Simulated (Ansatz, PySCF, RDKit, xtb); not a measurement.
**GaNO2: a search for the lowest isomer**

Only the formula GaNO2 is given. Aim: find the structure of lowest free energy at 298.15 K, then its properties.

The funnel: GFN2-xTB relaxations, single points with a density functional, relaxations at r2SCAN-D4/def2-SVP, harmonic vibrations, and a last energy at a higher level. All values are calculated.

8 further runs of the same task are left out: 8 set aside as unsound or not needed.

**1. Candidates**

A program enumerates the bonding patterns with one Lewis structure each (two rings at most, one unusual centre or charged pair), with their diastereomers. O–O, O–halogen and N–halogen bonds and N–N–N chains are not drawn. That gives 6 candidates.

```
label             SMILES     spin
 c108  [O]1[N]2[O][Ga]12  singlet
 c134   O=[N+]([O-])[Ga]  triplet
 c346         O=N[O][Ga]  triplet
 c634     O=[N][Ga+][O-]  singlet
 c774         O=N[O][Ga]  singlet
 c976   O=[N+]([O-])[Ga]  singlet
```

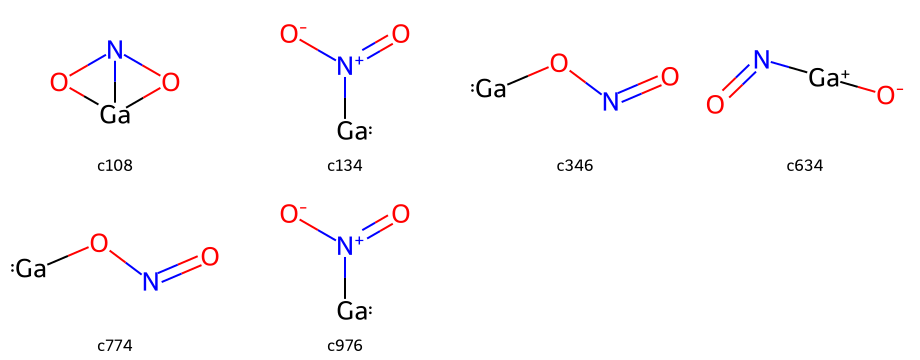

Structural formulas of the candidates.

Candidates are built by distance geometry, with a force field where one applies, in up to four conformers (letters a to d). 10 starts with atoms placed at random are added, to find patterns that the rules miss.

**2. First filter: tight binding**

All 18 starts are relaxed the same way. One of them, c008 (atoms placed at random), in full:

The input, start.xyz:

```xyz
4
c008
Ga    -1.428100    -1.240410     0.156390
N      0.709320     1.270780    -0.925030
O      1.133000     0.261680     0.078820
O     -0.253780    -0.163620    -1.067920
```

Run with:

```console
$ xtb start.xyz --gfn 2 --opt
```

What it wrote, cut to the lines that bear on the results:

```text
* xtb version 6.7.1
[...]
          :  # basis functions                  22          :
[...]
          :  # electrons                        20          :
[...]
          :  Hamiltonian                  GFN2-xTB          :
[...]
          :  net charge                          0          :
          :  unpaired electrons                  0          :
[...]
   *** convergence criteria satisfied after 19 iterations ***
[...]
   *** GEOMETRY OPTIMIZATION CONVERGED AFTER 15 ITERATIONS ***
[...]
   *** convergence criteria satisfied after 3 iterations ***
[...]
         ::                     SUMMARY                     ::
         :::::::::::::::::::::::::::::::::::::::::::::::::::::
         :: total energy             -12.226627087076 Eh    ::
         :: gradient norm              0.000834817273 Eh/a0 ::
         :: HOMO-LUMO gap              1.881755721618 eV    ::
         ::.................................................::
         :: SCC energy               -12.250260132757 Eh    ::
         :: -> isotropic ES            0.034345511471 Eh    ::
         :: -> anisotropic ES          0.004052131645 Eh    ::
         :: -> anisotropic XC          0.005596236773 Eh    ::
         :: -> dispersion             -0.001941696069 Eh    ::
         :: repulsion energy           0.023633045681 Eh    ::
         :: add. restraining           0.000000000000 Eh    ::
         :: total charge               0.000000000000 e     ::
         :::::::::::::::::::::::::::::::::::::::::::::::::::::
[...]
        10        2.0000           -0.3812986             -10.3757 (HOMO)
        11                         -0.3121454              -8.4939 (LUMO)
[...]
     #   Z          covCN         q      C6AA      α(0)
     1  31          1.340     0.396   257.461    38.860
     2   7          2.084     0.226    18.010     6.296
     3   8          1.476    -0.311    19.351     5.930
     4   8          1.477    -0.311    19.361     5.932
[...]
     #   Z sym  total        # sym  WBO       # sym  WBO       # sym  WBO
 ---------------------------------------------------------------------------
     1  31      1.158 --     4      0.518     3      0.517     2      0.123
     2   7      3.043 --     3      1.461     4      1.459     1      0.123
     3   8      2.248 --     2      1.461     1      0.517     4      0.270
     4   8      2.247 --     2      1.459     1      0.518     3      0.270
 ---------------------------------------------------------------------------
[...]
molecular dipole:
                 x           y           z       tot (Debye)
 q only:       -0.846      -0.606       0.585
   full:       -0.981      -0.936       0.684       3.861
molecular quadrupole (traceless):
[...]
          | TOTAL ENERGY              -12.226627087076 Eh   |
          | GRADIENT NORM               0.000834817273 Eh/α |
          | HOMO-LUMO GAP               1.881755721618 eV   |
           -------------------------------------------------
[...]
```

It took 0.042 s on 1 thread of Arm Neoverse V2, shared host.

**3. Distinct minima at GFN2-xTB**

18 of the 18 relaxations converged; 11 ended on a minimum already found. 7 distinct structures remain:

```
label             start       SMILES after     spin  energy (kcal/mol)           note
c108a  drawn and random  [N]1[O][Ga][O]1 ‡  singlet                0.0  bonds changed
c976a             drawn  [O][N]1[O][Ga]1 ‡  singlet               15.4  bonds changed
c346a             drawn  [N]1[O][Ga][O]1 ‡  triplet               39.9  bonds changed
 c442            random   [N][O].[O][Ga] ‡  singlet               57.0  loosely bound
c634a             drawn    [O][N][Ga][O] ‡  singlet               62.0               
 c877            random   [N][O].[O][Ga] ‡  singlet               67.3  loosely bound
 c868            random   [N][O].[O][Ga] ‡  singlet               70.0  loosely bound
```

‡ marks the bonded skeleton alone, with all bonds drawn single: no Lewis structure was assigned that passes a check against the bond lengths.

GFN2-xTB has no spin polarisation, so it can't rank spin states and is rough for open shells.

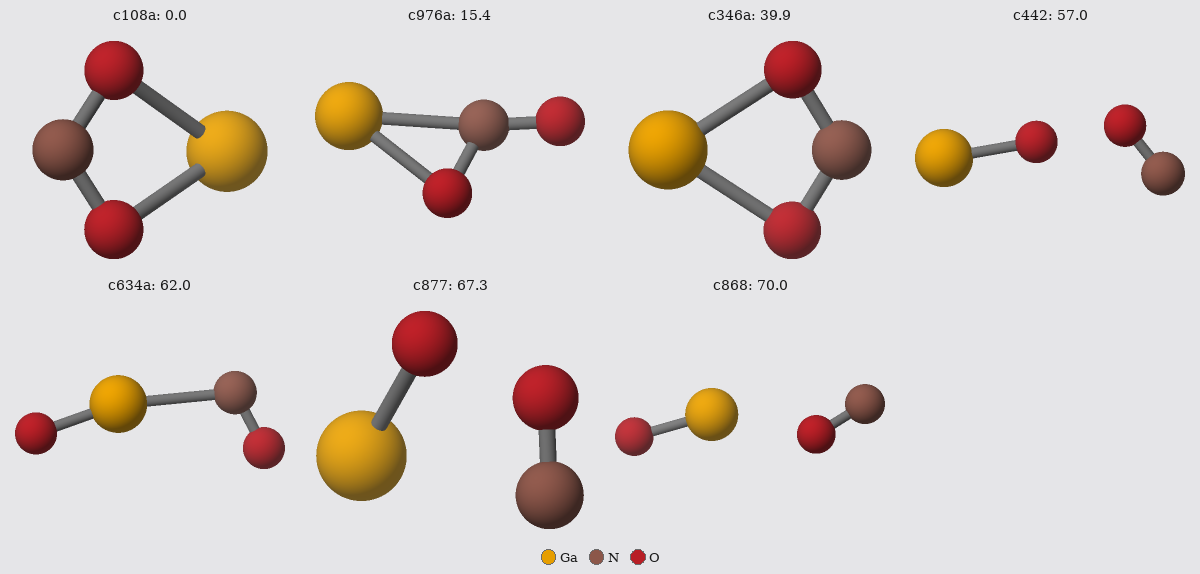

The 7 lowest minima that did not fall apart, with their GFN2-xTB energies in kcal/mol.

**4. Single points on the low minima**

A choice of the minima (the low ones first, few conformers of a pattern, up to a cap) and the lowest that fell apart get a single point at r2SCAN-D4/def2-SVP on the tight-binding geometry, and one at HF/STO-3G for comparison. The lowest singlets are also tried as triplets at the same geometry (label ending in t). The first, c108a:

The input, input.yaml:

```yaml
crystal:
  periodic: [false, false, false]
  atoms:
    - {symbol: Ga, position_ang: [-0.072660, -0.637031, 2.051807]}
    - {symbol: N, position_ang: [-1.320859, -2.870800, 2.015624]}
    - {symbol: O, position_ang: [-0.091777, -2.825407, 2.276505]}
    - {symbol: O, position_ang: [-1.929783, -1.797438, 2.256307]}
basis:
  gaussian:
    orbitals: def2-SVP
hamiltonian:
  xc: r2scan
  dispersion: d4
scf:
  lower_state_search: "off"
```

Run with:

```console
$ ansatz run input.yaml --threads 1 --pin off --max-ram 2610MiB --events-out events.jsonl --progress --plain --runs-dir runs
```

What it wrote, cut to the lines that bear on the results:

```text
Warning: RAYON_NUM_THREADS=1 ignored (pool sized by the plan → 1); use --threads N
Functional definition: r2SCAN
  name "r2SCAN"
[...]
813 factors; their error is unknown
[...]
mean field -57946.19833069 eV, -2129.4835113090 hartree, gradient 3.9e-6 eV, S^2 0.000000; 0 other end points of the search recorded, 0 dependent functions left out
reference -57946.19833937 eV, -2129.4835116277 hartree; 27, 27 occupied and 47, 47 virtual orbitals, 813 factors
Total energy: -57946.21586747 eV, -2129.4841557738 hartree
Checks for a lower state left out: stability, starts, cluster_reference, orbital_swaps, neighbouring_geometries, increment
```

It took 1.5 s on 1 thread of Arm Neoverse V2, shared host.

Relative energies in kcal/mol, each column from its lowest structure that stays in one piece:

```
 label             SMILES     spin  GFN2-xTB  HF/STO-3G  r2SCAN-D4/def2-SVP
 c108a  [N]1[O][Ga][O]1 ‡  singlet       0.0      100.7                 0.0
 c976a  [O][N]1[O][Ga]1 ‡  singlet      15.4      114.6                 4.3
 c346a  [N]1[O][Ga][O]1 ‡  triplet      39.9        0.0                34.3
  c442   [N][O].[O][Ga] ‡  singlet      57.0      178.3                53.7
c976at  [O][N]1[O][Ga]1 ‡  triplet         –          –                57.2
 c442t   [N][O].[O][Ga] ‡  triplet         –          –                81.6
```

‡ marks the bonded skeleton alone, with all bonds drawn single: no Lewis structure was assigned that passes a check against the bond lengths.

**5. Third filter: density-functional geometries**

3 candidates are relaxed at r2SCAN-D4/def2-SVP (chosen among the lowest in one piece, with other spins of them). The first, c108a:

The input, input.yaml:

```yaml
basis:
  gaussian:
    orbitals: def2-SVP
crystal:
  periodic: [false, false, false]
  atoms:
    - {symbol: Ga, position_ang: [-0.072660, -0.637031, 2.051807]}
    - {symbol: "N", position_ang: [-1.320859, -2.870800, 2.015624]}
    - {symbol: O, position_ang: [-0.091777, -2.825407, 2.276505]}
    - {symbol: O, position_ang: [-1.929783, -1.797438, 2.256307]}
hamiltonian:
  xc: r2scan
  dispersion: d4
scf:
  lower_state_search: "off"
relax:
  f_tol: 0.003
```

Run with:

```console
$ ansatz run input.yaml --threads 1 --pin off --max-ram 2610MiB --events-out events.jsonl --progress --plain --runs-dir runs
```

What it wrote, cut to the lines that bear on the results:

```text
Warning: RAYON_NUM_THREADS=1 ignored (pool sized by the plan → 1); use --threads N
[...]
[... 2 set-up lines as earlier in the session ...]
[...]
813 factors; their error is unknown
[...]
mean field -57946.19833059 eV, -2129.4835113054 hartree, gradient 9.5e-6 eV, S^2 0.000000; 0 other end points of the search recorded, 0 dependent functions left out
[...]
reference -57946.19833927 eV, -2129.4835116241 hartree; 27, 27 occupied and 47, 47 virtual orbitals, 813 factors
relax step   1: F+E_penalty+E_count = -57946.21585870 eV  Δ(F+E_penalty+E_count) = +0.000e0 eV  max|allowed force component| = 7.313e-1 eV/Å  Δτ_max = 0.0000 Å  (17 SCF iters, accepted)
[...]
relax step   3: F+E_penalty+E_count = -57946.26373967 eV  Δ(F+E_penalty+E_count) = -4.788e-2 eV  max|allowed force component| = 4.990e-1 eV/Å  Δτ_max = 0.0847 Å  (26 SCF iters, accepted)
[...]
relax step   8: F+E_penalty+E_count = -57946.27786047 eV  Δ(F+E_penalty+E_count) = -8.976e-5 eV  max|allowed force component| = 4.179e-3 eV/Å  Δτ_max = 0.0026 Å  (21 SCF iters, accepted)
[...]
relax step   9: F+E_penalty+E_count = -57946.27787599 eV  Δ(F+E_penalty+E_count) = -1.553e-5 eV  max|allowed force component| = 1.488e-3 eV/Å  Δτ_max = 0.0032 Å  (21 SCF iters, accepted)
Total energy: -57946.27788462 eV, -2129.4864348619 hartree
Atom 0 at    -0.065384    -0.623187     2.109021 Å, force     0.000470     0.000650     0.000046 eV/Å
Atom 1 at    -1.343567    -2.908289     2.175376 Å, force    -0.001115    -0.001488     0.000224 eV/Å
Atom 2 at    -0.088971    -2.810689     2.167970 Å, force     0.000498     0.000512    -0.000138 eV/Å
Atom 3 at    -1.917157    -1.788511     2.147877 Å, force     0.000147     0.000326    -0.000132 eV/Å
Dipole moment:     0.238788     0.426920    -0.012360 e Å
Checks for a lower state left out: stability, starts, cluster_reference, orbital_swaps, neighbouring_geometries, increment
```

It took 17 s on 1 thread of Arm Neoverse V2, shared host.

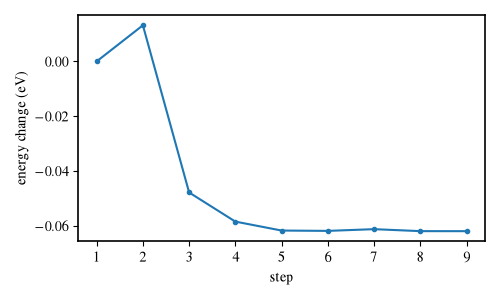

Energy along the run, all evaluated steps.

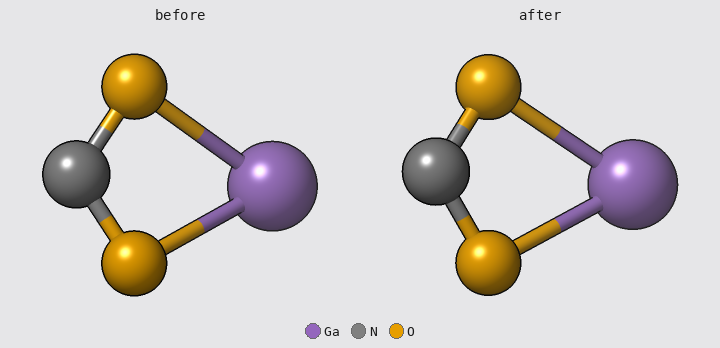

Before and after, at one scale.

After the run. Bond lengths: Ga1–O3 2.188 Å, N2–O3 1.258 Å, Ga1–O4 2.188 Å, N2–O4 1.258 Å. Angles: Ga1–O3–N2 95.1°, O3–Ga1–O4 57.2°, O3–N2–O4 112.7°, Ga1–O4–N2 95.1°.

**6. Ranking at r2SCAN-D4/def2-SVP**

```
label     spin  r2SCAN-D4/def2-SVP (kcal/mol)  r2SCAN-D4/def2-SVP, relaxed (kcal/mol)  time
c108a  singlet                            0.0                                     0.0  17 s
c976a  singlet                            4.3                                     5.1  17 s
c346a  triplet                           34.3                                    34.7  47 s
```

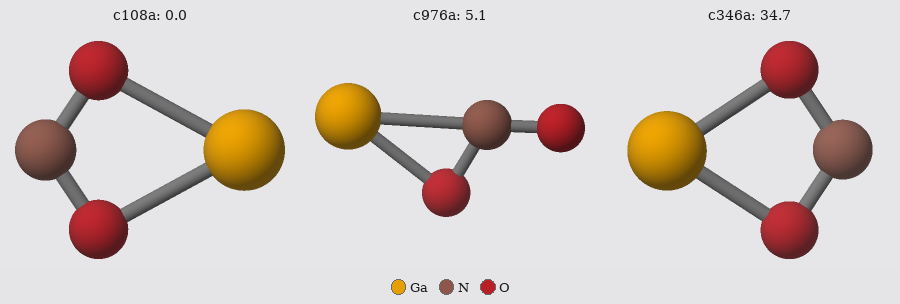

The relaxed structures, with energies at r2SCAN-D4/def2-SVP in kcal/mol.

**7. Harmonic analysis of the finalists**

The lowest few in one piece go on as finalists. Harmonic vibrations at r2SCAN-D4/def2-SVP test each finalist and give the zero-point energy and the thermal terms. The first, c108a:

The input, input.yaml:

```yaml
crystal:
  periodic: [false, false, false]
  atoms:
    - symbol: Ga
      position_ang: [-0.065384, -0.623187, 2.109021]
    - symbol: N
      position_ang: [-1.343567, -2.908289, 2.175376]
    - symbol: O
      position_ang: [-0.088971, -2.810689, 2.167970]
    - symbol: O
      position_ang: [-1.917157, -1.788511, 2.147877]
basis:
  gaussian:
    orbitals: def2-SVP
hamiltonian:
  xc: {name: r2SCAN}
  dispersion: d4
scf:
  lower_state_search: "off"
phonons: {}
```

Run with:

```console
$ ansatz run input.yaml --threads 1 --pin off --max-ram 2610MiB --events-out events.jsonl --progress --plain --runs-dir runs
```

What it wrote, cut to the lines that bear on the results:

```text
Warning: RAYON_NUM_THREADS=1 ignored (pool sized by the plan → 1); use --threads N
[... 2 set-up lines as earlier in the session ...]
[...]
813 factors; their error is unknown
[...]
mean field -57946.26005714 eV, -2129.4857797141 hartree, gradient 4.3e-6 eV, S^2 0.000000; 0 other end points of the search recorded, 0 dependent functions left out
[...]
reference -57946.26006577 eV, -2129.4857800311 hartree; 27, 27 occupied and 47, 47 virtual orbitals, 813 factors
[...]
813 factors; their error is unknown
mean field -57946.26002573 eV, -2129.4857785599 hartree, gradient 2.5e-6 eV, S^2 0.000000; 0 other end points of the search recorded, 0 dependent functions left out
[...]
reference -57946.26003436 eV, -2129.4857788769 hartree; 27, 27 occupied and 47, 47 virtual orbitals, 813 factors
[...]
813 factors; their error is unknown
[...]
813 factors; their error is unknown
mean field -57946.26005681 eV, -2129.4857797020 hartree, gradient 2.1e-6 eV, S^2 0.000000; 0 other end points of the search recorded, 0 dependent functions left out
[...]
reference -57946.26006544 eV, -2129.4857800190 hartree; 27, 27 occupied and 47, 47 virtual orbitals, 813 factors
Total energy: -57946.27788464 eV, -2129.4864348626 hartree
Atom 0 at    -0.065384    -0.623187     2.109021 Å, force     0.000468     0.000652     0.000048 eV/Å
Atom 1 at    -1.343567    -2.908289     2.175376 Å, force    -0.001132    -0.001472     0.000228 eV/Å
Atom 2 at    -0.088971    -2.810689     2.167970 Å, force     0.000512     0.000507    -0.000141 eV/Å
Atom 3 at    -1.917157    -1.788511     2.147877 Å, force     0.000152     0.000314    -0.000135 eV/Å
Dipole moment:     0.238788     0.426919    -0.012360 e Å
Vibrations: 147.34 174.57 297.07 902.67 1310.02 1362.68 cm⁻¹, zero-point energy 0.260016 eV
Checks for a lower state left out: stability, starts, cluster_reference, orbital_swaps, neighbouring_geometries, increment
```

It took 44 s on 1 thread of Arm Neoverse V2, shared host.

**8. Zero-point energy and free-energy terms**

At 298.15 K and 1 atm, ideal gas, rigid rotor and harmonic oscillator:

```
label             SMILES     spin  point group  lowest mode (cm⁻¹)  zero-point (kcal/mol)  G − E (kcal/mol)
c108a  [N]1[O][Ga][O]1 ‡  singlet          C2v                 147                    6.0             -11.6
c976a  [O][N]1[O][Ga]1 ‡  singlet           Cs                 123                    6.2             -11.7
c346a  [N]1[O][Ga][O]1 ‡  triplet          C2v                 311                    5.8             -11.8
```

‡ marks the bonded skeleton alone, with all bonds drawn single: no Lewis structure was assigned that passes a check against the bond lengths.

**9. The final energy**

Single points at CCSD(T)/def2-TZVPP on the refined geometries decide the order.

c108a, CCSD(T)/def2-TZVPP:

The input, input.yaml:

```yaml
crystal:
  periodic: [false, false, false]
  atoms:
    - symbol: Ga
      position_ang: [-0.065384, -0.623187, 2.109021]
    - symbol: "N"
      position_ang: [-1.343567, -2.908289, 2.175376]
    - symbol: O
      position_ang: [-0.088971, -2.810689, 2.167970]
    - symbol: O
      position_ang: [-1.917157, -1.788511, 2.147877]
basis:
  gaussian:
    orbitals: def2-TZVPP
correlation:
  method: ccsd_t
  frozen_orbitals: {Ga: 9, O: 1, "N": 1}
```

Run with:

```console
$ ansatz run input.yaml --threads 1 --pin off --max-ram 2610MiB --events-out events.jsonl --progress --plain --runs-dir runs
```

What it wrote, cut to the lines that bear on the results:

```text
Warning: RAYON_NUM_THREADS=1 ignored (pool sized by the plan → 1); use --threads N
Functional definition: HF
  name "HF"
[...]
940 factors; integrals over basis functions are off by at most 9.8e-4 eV
[...]
mean field -57890.57672968 eV, -2127.4394551736 hartree, gradient 1.9e-6 eV, S^2 0.000000; 0 other end points of the search recorded, 0 dependent functions left out
12 core orbitals not correlated: weight in the atoms' cores, before any rotation towards them, 1.000 or more for the frozen orbitals, at most 0.000 for the correlated occupied ones
reference -57890.57672968 eV, -2127.4394551736 hartree; 15, 15 occupied and 114, 114 virtual orbitals, 940 factors
second order -23.54697958 eV of doubles, -0.00000000 eV of singles
cycle   1  -22.22509494 eV  change     1.3e0 eV  update   1.6e-1
[...]
cycle  10  -23.31892421 eV  change    1.8e-5 eV  update   9.6e-6
perturbative correction -1.18760525 eV, -0.0436436880 hartree
Total energy: -57915.08325914 eV, -2128.3400535202 hartree
```

Run time: 43 s. Hardware: 1 thread of Arm Neoverse V2, shared host; peak memory 0.88 GiB.

**10. c976a at CCSD(T)/def2-TZVPP**

The input, input.yaml:

```yaml
crystal:
  periodic: [false, false, false]
  atoms:
    - {symbol: Ga, position_ang: [-2.020959, -0.680339, 2.664499]}
    - {symbol: "N", position_ang: [-0.357287, -2.084785, 2.106054]}
    - {symbol: O, position_ang: [-1.592772, -2.548666, 2.016022]}
    - {symbol: O, position_ang: [0.541008, -2.811422, 1.815130]}
basis:
  gaussian: {orbitals: def2-TZVPP}
correlation: {method: ccsd_t, frozen_orbitals: {Ga: 9, O: 1, "N": 1}}
```

Run with:

```console
$ ansatz run input.yaml --threads 1 --pin off --max-ram 2610MiB --events-out events.jsonl --progress --plain --runs-dir runs
```

What it wrote, cut to the lines that bear on the results:

```text
Warning: RAYON_NUM_THREADS=1 ignored (pool sized by the plan → 1); use --threads N
[... 2 set-up lines as earlier in the session ...]
[...]
939 factors; integrals over basis functions are off by at most 5.7e-4 eV
[...]
mean field -57890.18514908 eV, -2127.4250648518 hartree, gradient 1.6e-6 eV, S^2 0.000000; 1 other end points of the search recorded, 0 dependent functions left out; unrestricted orbitals would lower it
12 core orbitals not correlated: weight in the atoms' cores, before any rotation towards them, 1.000 or more for the frozen orbitals, at most 0.000 for the correlated occupied ones
reference -57890.18514908 eV, -2127.4250648518 hartree; 15, 15 occupied and 114, 114 virtual orbitals, 939 factors
second order -23.76913957 eV of doubles, -0.00000000 eV of singles
cycle   1  -22.34782779 eV  change     1.4e0 eV  update   1.6e-1
[...]
cycle  12  -23.44885036 eV  change   -3.0e-5 eV  update   8.1e-6
perturbative correction -1.19897516 eV, -0.0440615244 hartree
Total energy: -57914.83297460 eV, -2128.3308557327 hartree
```

Run time: 46 s. Hardware: 1 thread of Arm Neoverse V2, shared host; peak memory 0.88 GiB.

For c976a the log finds that unrestricted Hartree-Fock orbitals lie lower, a sign to watch the closed-shell reference there.

**11. Free energies and the winner**

Energies in kcal/mol from c108a; G adds the thermal terms to the CCSD(T)/def2-TZVPP energy. The columns left of the relaxed level are at the tight-binding geometries.

```
label             SMILES     spin  HF/STO-3G  r2SCAN-D4/def2-SVP  r2SCAN-D4/def2-SVP, relaxed  HF/def2-TZVPP  MP2/def2-TZVPP  CCSD(T)/def2-TZVPP     G  share at equilibrium     T1
c108a  [N]1[O][Ga][O]1 ‡  singlet        0.0                 0.0                          0.0            0.0             0.0                 0.0   0.0               100.0 %  0.021
c976a  [O][N]1[O][Ga]1 ‡  singlet       13.9                 4.3                          5.1            9.0             3.9                 5.8   5.6               < 0.1 %  0.020
c346a  [N]1[O][Ga][O]1 ‡  triplet     -100.7                34.3                         34.7           34.4            49.3                44.1  43.8               < 0.1 %  0.035
```

‡ marks the bonded skeleton alone, with all bonds drawn single: no Lewis structure was assigned that passes a check against the bond lengths.

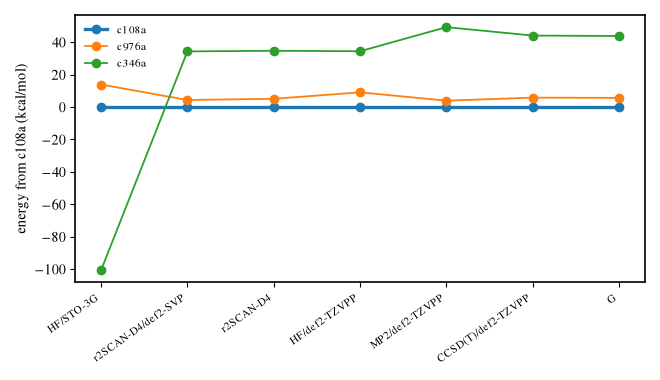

The finalists at each level, measured from c108a.

Lowest found: c108a, `[N]1[O][Ga][O]1` ‡, a singlet of point group C2v. Bond lengths: Ga1–O3 2.188 Å, N2–O3 1.258 Å, Ga1–O4 2.188 Å, N2–O4 1.258 Å. Angles: Ga1–O3–N2 95.1°, O3–Ga1–O4 57.2°, O3–N2–O4 112.7°, Ga1–O4–N2 95.1°.

```xyz
4

Ga   -0.0654   -0.6232    2.1090
N    -1.3436   -2.9083    2.1754
O    -0.0890   -2.8107    2.1680
O    -1.9172   -1.7885    2.1479
```

‡ marks the bonded skeleton alone, with all bonds drawn single: no Lewis structure was assigned that passes a check against the bond lengths.

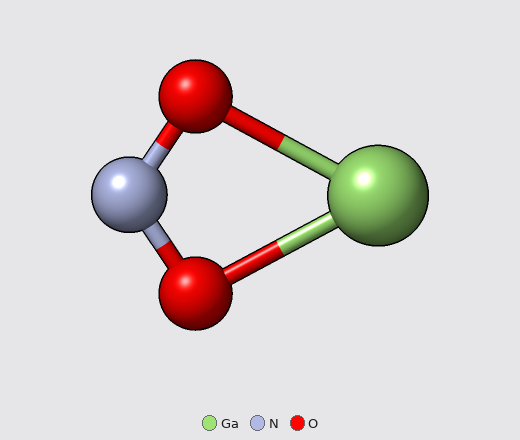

The lowest structure found, seen from a chosen angle (gallium green, nitrogen light blue, oxygen red).

[end of part 1 of 2]
